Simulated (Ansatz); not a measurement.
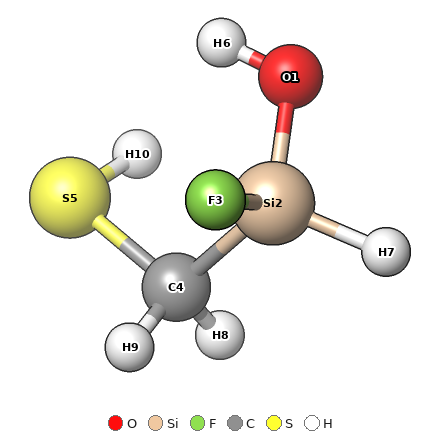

The system is CH5FOSSi, SMILES O[SiH](F)CS; the picture shows the reference structure. 
- First axis: angle O1–Si2–C4. Second axis: dihedral O1–Si2–C4–S5.
- Nothing is relaxed (all other coordinates rigid).
- The scan uses a 15 × 15 grid.
- Points are written as (first, second).
- All energies are given in kJ/mol relative to the lowest grid point.
- Method: Ansatz 0.2.0, RKS PBE-D4/def2-TZVP.

Its coordinates:

```xyz
10

O    -1.6663    0.0583    0.8186
Si   -0.8279    0.4234   -0.5503
F    -0.6921    2.0242   -0.7377
C     0.9322   -0.2464   -0.4707
S     1.5706   -0.2332    1.2553
H    -1.1449    0.1931    1.6317
H    -1.6328   -0.0960   -1.6866
H     1.0364   -1.2541   -0.8954
H     1.6095    0.4114   -1.0350
H     0.8983   -1.3319    1.6729
```

Range: angle O1–Si2–C4 from 66.2 to 156.2°; dihedral O1–Si2–C4–S5 from −180 to 156°.

> Predict the map.

The lowest grid point is at (111.2°, −36°). There is a further well near (111.2°, −180°) (6 kJ/mol above the lowest at that grid point). The highest grid point, (66.2°, −12°), lies 876 kJ/mol above the lowest. Round the minimum the two coordinates are nearly uncoupled.

| dihedral O1–Si2–C4–S5 ↓, angle O1–Si2–C4 → | 66.2 | 72.6 | 79.1 | 85.5 | 91.9 | 98.3 | 104.8 | 111.2 | 117.6 | 124.1 | 130.5 | 136.9 | 143.3 | 149.8 | 156.2 |
| --- | --- | --- | --- | --- | --- | --- | --- | --- | --- | --- | --- | --- | --- | --- | --- |
| 156 | 373 | 241 | 152 | 93 | 54 | 28 | 13 | 8 | 10 | 20 | 36 | 60 | 90 | 129 | 176 |
| 132 | 427 | 271 | 169 | 104 | 62 | 35 | 19 | 13 | 15 | 25 | 42 | 65 | 96 | 135 | 182 |
| 108 | 465 | 288 | 176 | 107 | 63 | 35 | 19 | 13 | 16 | 26 | 43 | 67 | 98 | 137 | 184 |
| 84 | 438 | 271 | 166 | 99 | 57 | 30 | 14 | 9 | 12 | 22 | 39 | 63 | 95 | 134 | 182 |
| 60 | 418 | 267 | 166 | 101 | 57 | 29 | 13 | 7 | 10 | 20 | 37 | 61 | 92 | 132 | 180 |
| 36 | 516 | 335 | 208 | 125 | 71 | 37 | 18 | 10 | 12 | 21 | 38 | 62 | 94 | 134 | 182 |
| 12 | 705 | 445 | 265 | 151 | 81 | 40 | 18 | 10 | 12 | 22 | 39 | 64 | 96 | 136 | 184 |
| −12 | 876 | 496 | 267 | 139 | 67 | 28 | 9 | 3 | 7 | 18 | 37 | 62 | 95 | 136 | 184 |
| −36 | 723 | 403 | 217 | 114 | 54 | 21 | 5 | 0 | 4 | 16 | 35 | 60 | 93 | 134 | 182 |
| −60 | 475 | 293 | 174 | 100 | 53 | 25 | 10 | 5 | 8 | 19 | 37 | 62 | 94 | 135 | 183 |
| −84 | 403 | 260 | 164 | 102 | 61 | 34 | 19 | 14 | 17 | 27 | 45 | 69 | 101 | 141 | 189 |
| −108 | 427 | 276 | 176 | 112 | 70 | 43 | 28 | 22 | 25 | 35 | 52 | 76 | 107 | 146 | 194 |
| −132 | 441 | 280 | 177 | 112 | 69 | 43 | 27 | 21 | 24 | 33 | 50 | 73 | 104 | 144 | 191 |
| −156 | 402 | 255 | 159 | 98 | 58 | 33 | 18 | 12 | 14 | 24 | 40 | 64 | 95 | 133 | 180 |
| −180 | 360 | 231 | 145 | 88 | 50 | 25 | 11 | 6 | 8 | 18 | 34 | 57 | 88 | 127 | 173 |

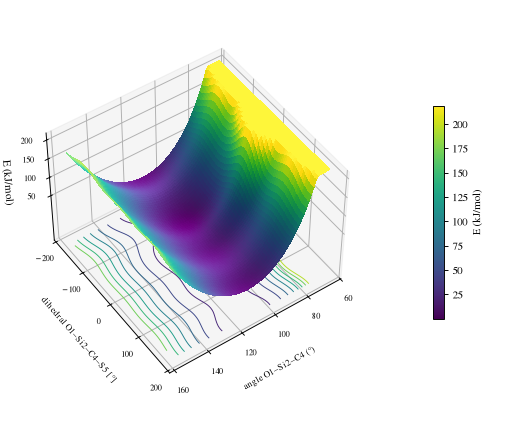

In the figure: a relief with its contours projected below, any walls above the top of the colour scale cut off. Between grid points the surface is interpolated.

Each point was launched as `ansatz run input.yaml --threads 1 --pin off --max-ram 2560MiB --backend cpu --events-out ev --progress --plain --runs-dir out`. Time for the 225 points that were run: 16 min on 1 thread of Intel(R) Xeon(R) 6975P-C (Granite Rapids) (shared host).
